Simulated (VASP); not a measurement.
Band structure of CdSe (wurtzite). Calculation: PBE GGA, VASP's PBE PAW potentials (set 64) (plane waves; VASP).

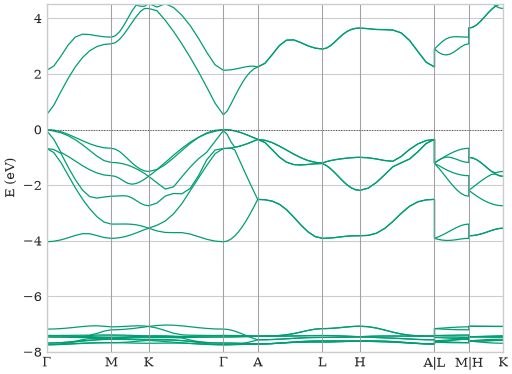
*Bands along high-symmetry lines, zero at the valence-band maximum or, without a gap, the Fermi level*

Task: Read the plot: is there a gap, and where are the band edges?

Result: The gap is direct, 0.53 eV, from the valence maximum at Γ to the conduction minimum at Γ. (Edges off the drawn lines would not show.)

Measured: gap 1.73 eV (computed value off by -1.20 eV), as given by Abedi et al., (2022), arXiv:2211.14644.

The compound is CdSe in the wurtzite structure. It was relaxed first, which changed the volume by +7 %.
